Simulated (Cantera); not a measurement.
Charge: 1 mol BN, 0.024 mol H₂, equilibrated at 1.00 bar.

Method: chemical equilibrium by Gibbs-energy minimisation in Cantera with the NASA 1993 tables (ideal gas, pure condensed phases). Candidate condensed phases: B, BN; 15 gas species. Mutual solubility and eutectic melting of coexisting phases are not modelled. The tables' values for BH₂ are old estimates; treat these amounts as uncertain. Gases not in the tables: B₂H₆ and higher boranes. Rates play no part.

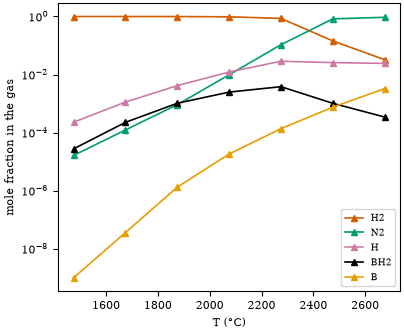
Equilibrium gas composition (values under 1e-9 drawn at 1e-9)

Q: Read off the mole fractions at 2075 °C.

A: H₂ about 0.98, H about 0.012, N₂ about 0.0098, BH₂ about 0.0025, B about 1.8e-5.
